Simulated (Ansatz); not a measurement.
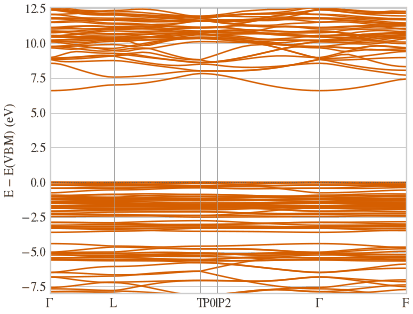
Figure. Band structure from plane-wave PAW r²SCAN (Ansatz code)

Q: Read off the gap and where the band edges lie.

A: About 6.6 eV (6.57 eV by a search for the band edges); maximum at T, minimum at Γ.

Q: Pick the material that matches.
(A) MgO, R-3m (Pearson symbol hR16)
(B) SiO2, R-3m (Pearson symbol hR36)
(C) C, R-3m (Pearson symbol hR10)

A: B, SiO2, R-3m (Pearson symbol hR36)

The workflow started from a Materials Project entry (that database holds measured and hypothetical structures alike); the Crystallography Open Database copy checked does not list it. It is not the phase usual at ambient conditions (space group No. 92, 152, 154). Symmetry was held in the r²SCAN relaxation; its stability against distortions is not shown here.

Potentials: the earlier of the program's two PAW sets.
